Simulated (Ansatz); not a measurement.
## Phonons of BPtW in the AlB2 type

The plan: relax BPtW in the AlB2 type, check its phonons, and, if the lattice is stable, compute its Eliashberg function and ρ(T).

Calculated with Ansatz 0.2.0; DFT PBE, scalar-relativistic, plane waves, PAW; PAW set soft_1.

The structure was built from a prototype and need not be the compound's stable phase.

### Step 1. The starting structure

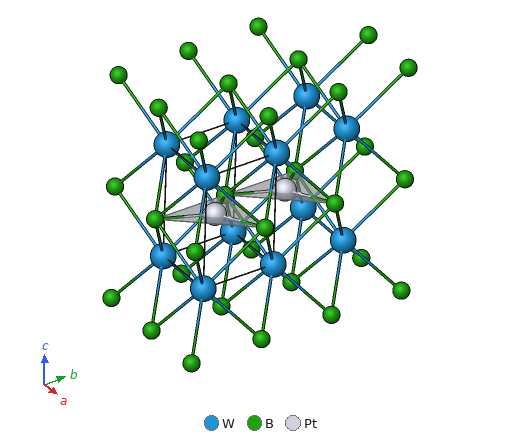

Start, viewed slightly off an axis; tungsten blue, boron green, platinum light grey. 1×2×1 cells are drawn. Some periodic images of atoms are drawn too.

Structure file:

```cif
data_structure
_symmetry_space_group_name_H-M 'P 1'
_symmetry_Int_Tables_number 1
_cell_length_a 3.4652
_cell_length_b 3.4652
_cell_length_c 3.6385
_cell_angle_alpha 90.000
_cell_angle_beta 90.000
_cell_angle_gamma 120.000
_cell_volume 37.84
loop_
_atom_site_label
_atom_site_type_symbol
_atom_site_fract_x
_atom_site_fract_y
_atom_site_fract_z
_atom_site_occupancy
W1 W 0.00000 0.00000 0.00000 1
B2 B 0.33333 0.66667 0.50000 1
Pt3 Pt 0.66667 0.33333 0.50000 1
```

### Step 2. Rough relaxation

Large forces or a large pressure at the start call for a first relaxation with loose thresholds.

File input.yaml:

```yaml
crystal:
  lattice:
    - [3.46521, 0.0, 0.0]
    - [-1.73261, 3.00096, 0.0]
    - [0.0, 0.0, 3.63847]
  atoms:
    - { symbol: W, position: [0.0, 0.0, 0.0] }
    - { symbol: B, position: [0.33333333, 0.66666667, 0.5] }
    - { symbol: Pt, position: [0.66666667, 0.33333333, 0.5] }
kpoints:
  mp_grid: { grid: [6, 6, 6] }
hamiltonian:
  xc: pbe
  pseudopotentials: { kind: paw, azcp: { folder: soft_1 } }
scf:
  occupations: { method: gaussian, width: 0.1 }
output:
  forces: true
  stress: true
  eigenvalues: true
relax:
  adjacent_minimum: "off"
  f_tol: 0.05
  max_steps: 80
  cell: { stress_tol: 0.5 }
```

Command:

```console
$ ansatz run input.yaml --threads 4 --pin off --max-ram 12288MiB --backend cpu --events-out ev --progress --plain --runs-dir out
```

Numbers of over 12 decimals in the logs are rounded to 6 here.

The log of the run:

```text
The last accepted step is kept in <dir> (removed where the run ends without a failure and the disk answers)
Engine: ansatz 0.2.0, x86_64-unknown-linux-gnu
Pseudopotentials: kind: paw
Pseudopotential: W, paw, valence charge 14, recommended cutoff 420 eV (normal), soft_1/W.paw.azcp
Pseudopotential: B, paw, valence charge 3, recommended cutoff 420 eV (normal), soft_1/B.paw.azcp
Pseudopotential: Pt, paw, valence charge 18, recommended cutoff 420 eV (normal), soft_1/Pt.paw.azcp
Functional definition: PBE
  parameter kappa = 0.804
  parameter beta = 0.066725
  exchange = pbe_x(kappa = kappa, mu = beta*pi^2/3)
  correlation = pbe_c(beta = beta)
Crystal: 3 atoms, lattice volume = 37.836 Å³
Basis set: ecut = 420 eV, 751 PW (Γ), exchange–correlation on 48×48×50 points (8 copies of the dense FFT grid, shifted against one another)
Bands: 22, of which v1, the nominal top of the filled ones, is band 18 counted from 1 (17 counted from 0)
Symmetry: 12 space group operations
Space group: P-6m2 (ITA 187), of the structure as read, at distance tolerance 3.4e-5 Å
k-points: 28 of 216 (time reversal used)
Non-local potential: W, projectors of the file, l = 0: 3, l = 1: 2, l = 2: 2, l = 3: 1
Non-local potential: B, projectors of the file, l = 0: 2, l = 1: 2, l = 2: 1
Non-local potential: Pt, projectors of the file, l = 0: 3, l = 1: 2, l = 2: 2, l = 3: 1
PAW form: soft (Blöchl's): semilocal exchange-correlation on the pseudo side does not see the compensation charge
PAW one-centre angular grid: W, 590 points (default); XC on 64 Gauss nodes
PAW one-centre angular grid: B, 110 points (default); XC on 64 Gauss nodes
PAW one-centre angular grid: Pt, 590 points (default); XC on 64 Gauss nodes
Initial density: superposition of atomic densities (chi_scale 0.1, normalization cell, long waves kept (reshape's long-wave potential 0.00 eV rms))
Initial wavefunctions: pseudopotential atomic-orbital guess
Functional: x = pbe(κ = 0.804, μ = 0.219515), c = pbe(β = 0.066725)
SCF iter   1: F=—  HF=-23067.491366 eV  |F-HF|=—  |Δ(HF+E_count)|=         —  Δρ=1.27e-1  dr2=7.97e0  ethr=3.10e-3  ⟨swp⟩=4.2  Hψ=2302  notcnv=0
preconditioner: auto → none  [metal: Δε(μ)=0.026 eV  Ē_g=7.885 eV  σ=0.100 eV  W_gap=0.15  n_scr=8 (ndim 8)  ℏωp=26.3 eV  f_vac=0.000  D(μ)=3.53/eV (n_scr^D=52)  sad-step TF]
SCF iter   2: F=—  HF=-23066.221699 eV  |F-HF|=—  |Δ(HF+E_count)|=    1.27e0  Δρ=7.63e-2  dr2=3.11e0  ethr=3.10e-3  ⟨swp⟩=2.0  Hψ=1115  notcnv=0  defer=3
SCF iter   3: F=—  HF=-23065.420816 eV  |F-HF|=—  |Δ(HF+E_count)|=   8.01e-1  Δρ=6.42e-3  dr2=1.70e-2  ethr=3.10e-3  ⟨swp⟩=2.7  Hψ=1025  notcnv=0  defer=3
SCF iter   4: F=—  HF=-23065.420325 eV  |F-HF|=—  |Δ(HF+E_count)|=   4.91e-4  Δρ=1.72e-3  dr2=5.38e-4  ethr=4.87e-5  ⟨swp⟩=2.6  Hψ=1202  notcnv=0  defer=3
SCF iter   5: F=—  HF=-23065.420594 eV  |F-HF|=—  |Δ(HF+E_count)|=   2.69e-4  Δρ=4.35e-4  dr2=9.85e-5  ethr=1.54e-6  ⟨swp⟩=2.0  Hψ=1029  notcnv=0  defer=3
SCF iter   6: F=—  HF=-23065.420574 eV  |F-HF|=—  |Δ(HF+E_count)|=   1.95e-5  Δρ=1.06e-4  dr2=6.67e-6  ethr=2.82e-7  ⟨swp⟩=2.2  Hψ=867  notcnv=0  defer=3
SCF iter   7: F=—  HF=-23065.420573 eV  |F-HF|=—  |Δ(HF+E_count)|=   9.61e-7  Δρ=3.46e-5  dr2=4.87e-7  ethr=1.91e-8  ⟨swp⟩=2.4  Hψ=916  notcnv=0  defer=3
SCF iter   8: F=-23065.420573 eV  HF=-23065.420573 eV  |F-HF|=2.22e-10  |Δ(HF+E_count)|=   6.19e-8  Δρ=3.96e-6  dr2=3.19e-9  ethr=2.86e-10  ⟨swp⟩=4.5  Hψ=2039  notcnv=0
the search or the solves at the SCF's close seem to have found levels that the self-consistency loop had missed (the run counts 1). By its estimate they hold under 1e-12 electrons; where the run keeps them, the occupations were computed again with them
SCF 1 converged in 8 iterations: F = -23065.420573 eV  dr2 = 3.19e-9
  greatest PAW one-centre occupation: 1.000 electrons in one spin orbital (limit 2), on the Pt atom at site 2 (counted from 0), in its partial waves of l = 0
relax step   1: F+E_penalty+E_count = -23065.42057323 eV  Δ(F+E_penalty+E_count) = +0.000e0 eV  max|allowed force component| = 1.974e-16 eV/Å  Δτ_max = 0.0000 Å  P = +21.294 GPa  Ω = 37.836 Å³  (8 SCF iters, dr2 threshold 1.00e-7 eV, accepted)
Crystal: 3 atoms, lattice volume = 42.485 Å³
Basis set: ecut = 420 eV, 811 PW (Γ), exchange–correlation on 48×48×50 points (8 copies of the dense FFT grid, shifted against one another)
Initial density: handed on by an earlier stage of this run
Initial wavefunctions: those handed on with the density
iter 1 solved again at ethr=6.71e-4 eV; its pass at ethr=3.10e-3 eV (dr2=2.35e-1 eV) is discarded
SCF iter   1: F=—  HF=-23065.553400 eV  |F-HF|=—  |Δ(HF+E_count)|=         —  Δρ=1.90e-2  dr2=2.39e-1  ethr=6.71e-4  ⟨swp⟩=1.0  Hψ=3124  notcnv=0
preconditioner: auto → Kerker (q_TF=auto, 2.642 Å⁻¹)  [metal: Δε(μ)=0.063 eV  Ē_g=6.979 eV  σ=0.100 eV  W_gap=0.32  n_scr=20 (ndim 8)  ℏωp=24.8 eV  f_vac=0.000  D(μ)=2.60/eV (n_scr^D=22)]
SCF iter   2: F=—  HF=-23065.511061 eV  |F-HF|=—  |Δ(HF+E_count)|=   4.23e-2  Δρ=9.89e-3  dr2=6.25e-2  ethr=6.71e-4  ⟨swp⟩=1.9  Hψ=711  notcnv=0
SCF iter   3: F=—  HF=-23065.495413 eV  |F-HF|=—  |Δ(HF+E_count)|=   1.56e-2  Δρ=1.36e-3  dr2=8.19e-4  ethr=1.78e-4  ⟨swp⟩=2.0  Hψ=991  notcnv=0
SCF iter   4: F=—  HF=-23065.495204 eV  |F-HF|=—  |Δ(HF+E_count)|=   2.09e-4  Δρ=2.29e-4  dr2=2.77e-5  ethr=2.34e-6  ⟨swp⟩=2.1  Hψ=1161  notcnv=0
SCF iter   5: F=—  HF=-23065.495201 eV  |F-HF|=—  |Δ(HF+E_count)|=   3.40e-6  Δρ=7.26e-5  dr2=2.32e-6  ethr=7.92e-8  ⟨swp⟩=2.1  Hψ=852  notcnv=0
SCF iter   6: F=-23065.495200 eV  HF=-23065.495200 eV  |F-HF|=2.91e-8  |Δ(HF+E_count)|=   6.25e-7  Δρ=1.30e-5  dr2=8.20e-8  ethr=8.57e-10  ⟨swp⟩=5.2  Hψ=2480  notcnv=0
SCF 2 converged in 6 iterations: F = -23065.495200 eV  dr2 = 8.20e-8
relax step   2: F+E_penalty+E_count = -23065.49520015 eV  Δ(F+E_penalty+E_count) = -7.463e-2 eV  max|allowed force component| = 7.401e-17 eV/Å  Δτ_max = 0.0000 Å  P = -11.112 GPa  Ω = 42.485 Å³  energy of the carried Pulay correction = -3.589e-3 eV  (6 SCF iters, dr2 threshold 3.00e-7 eV, accepted)
Crystal: 3 atoms, lattice volume = 40.503 Å³
Basis set: ecut = 420 eV, 763 PW (Γ), exchange–correlation on 48×48×50 points (8 copies of the dense FFT grid, shifted against one another)
iter 1 solved again at ethr=6.57e-5 eV; its pass at ethr=3.10e-3 eV (dr2=2.30e-2 eV) is discarded
SCF iter   1: F=—  HF=-23065.628031 eV  |F-HF|=—  |Δ(HF+E_count)|=         —  Δρ=6.95e-3  dr2=2.23e-2  ethr=6.57e-5  ⟨swp⟩=1.2  Hψ=3185  notcnv=0
preconditioner: auto → Kerker (q_TF=auto, 2.663 Å⁻¹)  [metal: Δε(μ)=0.041 eV  Ē_g=7.209 eV  σ=0.100 eV  W_gap=0.22  n_scr=20 (ndim 8)  ℏωp=25.4 eV  f_vac=0.000  D(μ)=3.67/eV (n_scr^D=52)]
SCF iter   2: F=—  HF=-23065.624798 eV  |F-HF|=—  |Δ(HF+E_count)|=   3.23e-3  Δρ=3.84e-3  dr2=6.31e-3  ethr=6.38e-5  ⟨swp⟩=1.2  Hψ=623  notcnv=0
SCF iter   3: F=—  HF=-23065.623622 eV  |F-HF|=—  |Δ(HF+E_count)|=   1.18e-3  Δρ=5.26e-4  dr2=9.59e-5  ethr=1.80e-5  ⟨swp⟩=2.0  Hψ=849  notcnv=0
SCF iter   4: F=—  HF=-23065.623619 eV  |F-HF|=—  |Δ(HF+E_count)|=   2.54e-6  Δρ=8.51e-5  dr2=2.50e-6  ethr=2.74e-7  ⟨swp⟩=2.2  Hψ=924  notcnv=0
SCF iter   5: F=—  HF=-23065.623619 eV  |F-HF|=—  |Δ(HF+E_count)|=   4.75e-8  Δρ=2.49e-5  dr2=3.61e-7  ethr=7.14e-9  ⟨swp⟩=2.2  Hψ=949  notcnv=0
SCF iter   6: F=-23065.623619 eV  HF=-23065.623619 eV  |F-HF|=5.37e-9  |Δ(HF+E_count)|=   5.44e-8  Δρ=5.22e-6  dr2=1.30e-8  ethr=8.57e-10  ⟨swp⟩=4.3  Hψ=2014  notcnv=0
the search or the solves at the SCF's close seem to have found levels that the self-consistency loop had missed (the run counts 1). By its estimate they hold under 1e-12 electrons; where the run keeps them, the occupations were computed again with them
SCF 3 converged in 6 iterations: F = -23065.623619 eV  dr2 = 1.30e-8
relax step   3: F+E_penalty+E_count = -23065.62361918 eV  Δ(F+E_penalty+E_count) = -1.284e-1 eV  max|allowed force component| = 8.635e-17 eV/Å  Δτ_max = 0.0000 Å  P = -0.864 GPa  Ω = 40.503 Å³  energy of the carried Pulay correction = -2.145e-3 eV  (6 SCF iters, dr2 threshold 3.00e-7 eV, accepted)
[...]
relax step   4: F+E_penalty+E_count = -23065.70140507 eV  Δ(F+E_penalty+E_count) = -7.779e-2 eV  max|allowed force component| = 1.110e-16 eV/Å  Δτ_max = 0.0000 Å  P = +4.986 GPa  Ω = 39.347 Å³  energy of the carried Pulay correction = -1.302e-3 eV  (6 SCF iters, dr2 threshold 3.00e-7 eV, accepted)
[...]
relax step   5: F+E_penalty+E_count = -23065.79893573 eV  Δ(F+E_penalty+E_count) = -9.753e-2 eV  max|allowed force component| = 1.480e-16 eV/Å  Δτ_max = 0.0000 Å  P = +4.593 GPa  Ω = 38.964 Å³  energy of the carried Pulay correction = -1.066e-3 eV  (6 SCF iters, dr2 threshold 3.00e-7 eV, accepted)
[...]
relax step   6: F+E_penalty+E_count = -23065.84928295 eV  Δ(F+E_penalty+E_count) = -5.035e-2 eV  max|allowed force component| = 7.401e-17 eV/Å  Δτ_max = 0.0000 Å  P = +2.311 GPa  Ω = 38.812 Å³  energy of the carried Pulay correction = -1.016e-3 eV  (6 SCF iters, dr2 threshold 3.00e-7 eV, accepted)
[...]
relax step   7: F+E_penalty+E_count = -23065.85271519 eV  Δ(F+E_penalty+E_count) = -3.432e-3 eV  max|allowed force component| = 1.295e-16 eV/Å  Δτ_max = 0.0000 Å  P = -0.701 GPa  Ω = 39.257 Å³  energy of the carried Pulay correction = -1.363e-3 eV  (6 SCF iters, dr2 threshold 3.00e-7 eV, accepted)
[...]
relax step   8: F+E_penalty+E_count = -23065.85332463 eV  Δ(F+E_penalty+E_count) = -6.094e-4 eV  max|allowed force component| = 9.869e-17 eV/Å  Δτ_max = 0.0000 Å  P = +0.073 GPa  Ω = 39.174 Å³  energy of the carried Pulay correction = -1.293e-3 eV  (6 SCF iters, dr2 threshold 3.00e-7 eV, accepted)
Basis set: ecut = 420 eV, 767 PW (Γ), exchange–correlation on 54×54×48 points (8 copies of the dense FFT grid, shifted against one another)
Initial wavefunctions: pseudopotential atomic-orbital guess (no wavefunctions were taken with the density)
iter 1 solved again at ethr=1.16e-7 eV; its pass at ethr=3.10e-3 eV (dr2=4.07e-5 eV) is discarded
SCF iter   1: F=—  HF=-23065.857725 eV  |F-HF|=—  |Δ(HF+E_count)|=         —  Δρ=1.48e-3  dr2=2.78e-5  ethr=1.16e-7  ⟨swp⟩=3.0  Hψ=3940  notcnv=0
preconditioner: auto → none  [insulator: Δε(μ)=0.217 eV  Ē_g=7.301 eV  σ=0.100 eV  W_gap=0.83  n_scr=8 (ndim 8)  ℏωp=25.9 eV  f_vac=0.000  D(μ)=0.53/eV (n_scr^D=0)  ε∞_Penn≈13.5]
SCF iter   2: F=—  HF=-23065.858511 eV  |F-HF|=—  |Δ(HF+E_count)|=   7.86e-4  Δρ=7.36e-4  dr2=6.52e-6  ethr=7.94e-8  ⟨swp⟩=1.0  Hψ=616  notcnv=0
SCF iter   3: F=—  HF=-23065.858777 eV  |F-HF|=—  |Δ(HF+E_count)|=   2.66e-4  Δρ=2.22e-5  dr2=3.38e-8  ethr=1.86e-8  ⟨swp⟩=1.2  Hψ=674  notcnv=0
SCF iter   4: F=—  HF=-23065.858781 eV  |F-HF|=—  |Δ(HF+E_count)|=   4.12e-6  Δρ=2.28e-6  dr2=1.01e-9  ethr=9.64e-11  ⟨swp⟩=2.0  Hψ=908  notcnv=0
iter 5 did not close the SCF: its close was put off for the readings that it lacked (scf_convergence_deferred on its scf_iter line)
SCF iter   5: F=-23065.858781 eV  HF=-23065.858781 eV  |F-HF|=7.28e-12  |Δ(HF+E_count)|=  5.02e-10  Δρ=5.08e-7  dr2=4.47e-11  ethr=2.88e-12  ⟨swp⟩=2.0  Hψ=873  notcnv=0
SCF iter   6: F=-23065.858781 eV  HF=-23065.858781 eV  |F-HF|=0.00e0  |Δ(HF+E_count)|=  1.46e-11  Δρ=1.03e-7  dr2=1.79e-12  ethr=1.00e-12  ⟨swp⟩=2.0  Hψ=1683  notcnv=0
SCF 9 converged in 6 iterations: F = -23065.858781 eV  dr2 = 1.79e-12
relax step   9: F+E_penalty+E_count = -23065.85878134 eV  Δ(F+E_penalty+E_count) = -5.457e-3 eV  max|allowed force component| = 1.049e-16 eV/Å  Δτ_max = 0.0000 Å  P = +0.181 GPa  Ω = 39.174 Å³  stress off target by 2.23e-1 GPa  SCF on the basis re-selected at this cell (its energy is not comparable with the rows above)  (6 SCF iters)
basis re-selected at this cell: Δ(F+E_penalty+E_count) = -5.457e-3 eV, ΔP = +0.108 GPa vs the last step (what re-selecting the basis moved, of the pressure what is left beyond the Pulay correction that the steps carried, after the strain that the cell walked since its last selection, with what the two solves' SCF thresholds leave and, on support functions, any second-order correction that the steps lacked; it is no measure of the basis error at this ecutwfc). The dense FFT grid was sized anew with the basis: this SCF ran on 27×27×24 points, the steps before it on 24×24×25, so part of this shift can come from that change (see relax.cell in the input reference). [rest of the remark cut]
SCF converged after 6 iterations
Free energy (F): -23065.858781 eV
Harris-Foulkes:  -23065.858781 eV  (|F-HF|=0.00e0)
Internal energy: -23065.856106 eV  (E = F + TS)
E sigma→0 (E₀):  -23065.857444 eV
Entropy (-TS):   -0.002675 eV (-0.892 meV/atom)
Fermi energy:    20.333239 eV
--- Per-component energies (eV) ---
  E_band       = -281.769188
  E_kinetic    = 1062.154989
  E_local      = -2443.441243  (includes V_loc(G=0)·N_el)
  E_nonlocal   = 185.604193
  E_hartree    = 968.380867
  E_xc         = -531.996107
  E_vxc        = -540.455253  (∫ρ·V_xc dr)
  E_paw        = -18139.414676  (= ΣΔE_a)
  E_vpaw       = -482.394770  (= ΣTr[D̂ρ^β])
  E_aug_tail   = 0.001201  (compensation charges beyond the density's cutoff)
  E_ewald      = -4167.145331
  E_smearing   = -0.002675  (= −TS)
  E_closure    = -0.000000  (closes the sum)
  Σ components = -23065.858781   (vs F -23065.858781, Δ=0.00e0)
--- Forces (eV/Å), atoms counted from 1 ---
  atom   1  W     -0.00000000     0.00000000     0.00000000
  atom   2  B     -0.00000000    -0.00000000     0.00000000
  atom   3  Pt     0.00000000    -0.00000000    -0.00000000
  max |Σ_I F_I| component: 2.04e-16 eV/Å
--- Stress (GPa, compression-positive) ---
        0.223487       0.000000      -0.000000
        0.000000       0.223487       0.000000
       -0.000000       0.000000       0.096154
  P = ⅓ Tr σ = 0.1810 GPa (1.810 kbar)
--- Band table (eV; the first three rows and the last of 28) ---
  k-point 0: bands = [... 14 lower, 18.3917, 18.3917, 18.6980, 21.6689, 21.6689, 21.6808, 25.0108, 26.7340]
  k-point 1: bands = [... 14 lower, 18.7314, 18.7314, 19.1846, 20.6449, 22.0196, 22.0196, 24.9516, 26.3744]
  k-point 2: bands = [... 14 lower, 18.8138, 19.9084, 19.9084, 21.5182, 22.3004, 22.3004, 24.5985, 25.2576]
  k-point 27: bands = [... 14 lower, 17.8739, 17.9719, 18.3920, 18.4001, 22.4200, 23.7765, 24.4743, 24.7105]
--- Relaxed structure (8 steps of the walk, 8 accepted, 1 SCFs on fresh bases) ---
  F+E_penalty+E_count = -23065.85878134 eV   max|allowed force component| = 1.049e-16 eV/Å   (the final SCF, on the basis selected at the relaxed cell)
  cell:  # Å, volume = 39.1738 Å³
    - [3.781005, 3.1498292236573384e-6, 0.0]
    - [-1.890505, 3.274444, 0.0]
    - [0.0, 0.0, 3.164100]
  atoms:
    - { symbol: W, position: [0, 0, 0.0] }
    - { symbol: B, position: [0.333333, 0.666667, 0.5] }
    - { symbol: Pt, position: [0.666667, 0.333333, 0.5] }
```

Elapsed: 5.7 s, on 4 threads of AMD EPYC 7B13 (Zen 3), shared host; peak memory 0.43 GiB; 19 s of CPU time.

The steps of the relaxation:

| step | energy less that of the first step (eV) | largest force component (eV/Å) | pressure (GPa) | volume (Å³) |
| --- | --- | --- | --- | --- |
| 1 | 0.0000 | 0.0000 | 21.29 | 37.84 |
| 2 | -0.0746 | 0.0000 | -11.11 | 42.48 |
| 3 | -0.2030 | 0.0000 | -0.86 | 40.50 |
| 4 | -0.2808 | 0.0000 | 4.99 | 39.35 |
| 5 | -0.3784 | 0.0000 | 4.59 | 38.96 |
| 6 | -0.4287 | 0.0000 | 2.31 | 38.81 |
| 7 | -0.4321 | 0.0000 | -0.70 | 39.26 |
| 8 | -0.4328 | 0.0000 | 0.07 | 39.17 |
| 9* | -0.4382 | 0.0000 | 0.18 | 39.17 |

Relaxation steps marked * repeat the geometry before them on a plane-wave basis chosen anew for their cell, so energy and pressure can jump there.

The run keeps the 12 symmetry operations that it works with, so distortions that break them were not tested.

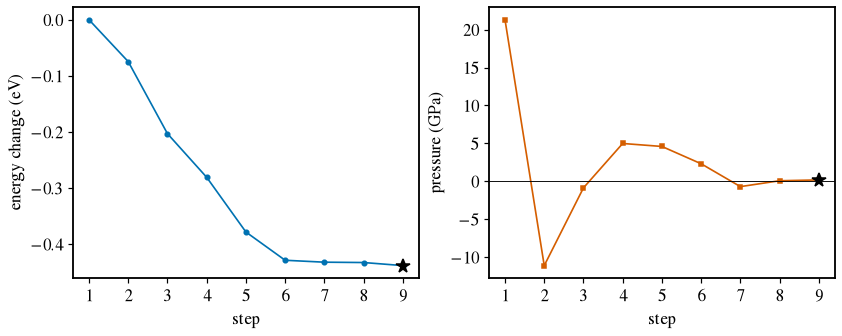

Energy and pressure along the relaxation. Stars mark steps on a basis chosen anew.

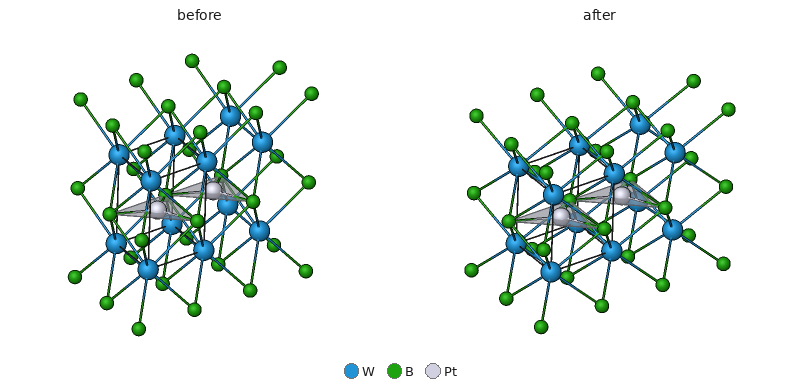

Before and after, at one scale.

```csv
cell as run,before,after,change
a (Å),3.465,3.781,+9.1 %
b (Å),3.465,3.781,+9.1 %
c (Å),3.638,3.164,-13.0 %
volume (Å³/atom),12.61,13.06,+3.5 %
```

Final coordinates:

```xyz
3
Lattice="3.7810 0.0000 0.0000 -1.8905 3.2744 0.0000 0.0000 0.0000 3.1641" Properties=species:S:1:pos:R:3 pbc="T T T"
W     0.0000    0.0000    0.0000
B     0.0000    2.1830    1.5821
Pt    1.8905    1.0915    1.5821
```

This step gave:

| Property | Result |
| --- | --- |
| pressure | 0.1810 GPa |
| volume per atom | 13.06 Å³/atom |
| metallic on mesh | yes |
| gap on the k-mesh | 0 eV |

The largest force is now zero by symmetry and the largest stress component 0.22 GPa.

### Step 3. Relaxing cell and atoms

Lattice constant and positions set the bands and the force constants, so the cell is relaxed first.

input.yaml, the sections that differ from step 2:

```yaml
crystal:
  lattice:
    - [3.7810045331, 3.1498e-06, 0.0]
    - [-1.8905049944, 3.2744444026, 0.0]
    - [0.0, 0.0, 3.1641004144]
  atoms:
    - { symbol: W, position: [0.0, 0.0, 0.0] }
    - { symbol: B, position: [0.3333333333, 0.6666666667, 0.5] }
    - { symbol: Pt, position: [0.6666666667, 0.3333333333, 0.5] }
kpoints:
  mp_grid: { grid: [9, 9, 10] }
relax:
  adjacent_minimum: "off"
  f_tol: 0.005
  max_steps: 80
  cell: { stress_tol: 0.05 }
# hamiltonian, scf, output: as in step 2
```

The log of the run:

```text
[the first part of the log is left out]
  E_vxc        = -540.411708  (∫ρ·V_xc dr)
  E_paw        = -18139.449264  (= ΣΔE_a)
  E_vpaw       = -482.443172  (= ΣTr[D̂ρ^β])
  E_aug_tail   = 0.001216  (compensation charges beyond the density's cutoff)
  E_ewald      = -4167.982072
  E_smearing   = -0.010599  (= −TS)
  E_closure    = 0.000000  (closes the sum)
  Σ components = -23065.849513   (vs F -23065.849513, Δ=0.00e0)
[...]
--- Stress (GPa, compression-positive) ---
        0.006922      -0.000000       0.000000
       -0.000000       0.006922       0.000000
        0.000000       0.000000      -0.013644
  P = ⅓ Tr σ = 0.0001 GPa (0.001 kbar)
--- Band table (eV; the first three rows and the last of 72) ---
[...]
--- Relaxed structure (6 steps of the walk, 5 accepted, 1 SCFs on fresh bases) ---
[...]
cell:  # Å, volume = 39.1015 Å³
    - [3.814637, 3.1778426868967423e-6, 0.0]
    - [-1.907321, 3.303571, 0.0]
    - [0.0, 0.0, 3.102822]
  atoms:
    - { symbol: W, position: [0, 0, 0.0] }
    - { symbol: B, position: [0.333333, 0.666667, 0.5] }
    - { symbol: Pt, position: [0.666667, 0.333333, 0.5] }
```

Wall time 9.2 s (4 threads); peak memory 0.49 GiB; 32 s of CPU time.

Relaxation path:

```csv
step,energy less that of the first step (eV),largest force component (eV/Å),pressure (GPa),volume (Å³)
1,0.0000,0.0000,0.45,39.17
2,-0.0044,0.0000,0.96,39.02
3,-0.0029,0.0000,-2.31,39.40
4,-0.0055,0.0000,0.04,39.11
5,-0.0056,0.0000,-0.02,39.11
6,-0.0056,0.0000,0.00,39.10
7,-0.0056,0.0000,0.00,39.10
```

The log counts 1 steps on a newly chosen plane-wave basis, not all of them marked here; energy and pressure can jump at such steps. Relaxation step 3 was tried and not accepted.

```csv
"conventional cell, symmetrised",before,after,change
a (Å),3.781,3.815,+0.9 %
b (Å),3.781,3.815,+0.9 %
c (Å),3.164,3.103,-1.9 %
volume (Å³/atom),13.06,13.03,-0.2 %
```

Final coordinates:

```
W B Pt
1.0
     3.81464    0.00000    0.00000
    -1.90732    3.30357    0.00000
     0.00000    0.00000    3.10282
W B Pt
1 1 1
Direct
  0.00000 0.00000 0.00000
  0.33333 0.66667 0.50000
  0.66667 0.33333 0.50000
```

This step gave:

```yaml
pressure: 6.62e-5 GPa
volume_per_atom: 13.03 Å³/atom
```

The largest force is now zero by symmetry and the largest stress component 0.014 GPa.

(Part 1 of 3 ends here.)

[Logs are printed without paths, hosts, clocks, repeated set-up lines and the standing remarks that a program may print on its own settings, such as how far it seeks lower states.]

[Hosts, paths, dates, database ids (printed as entryN), source tags and the programs' standing remarks are cut or masked in the printed files.]
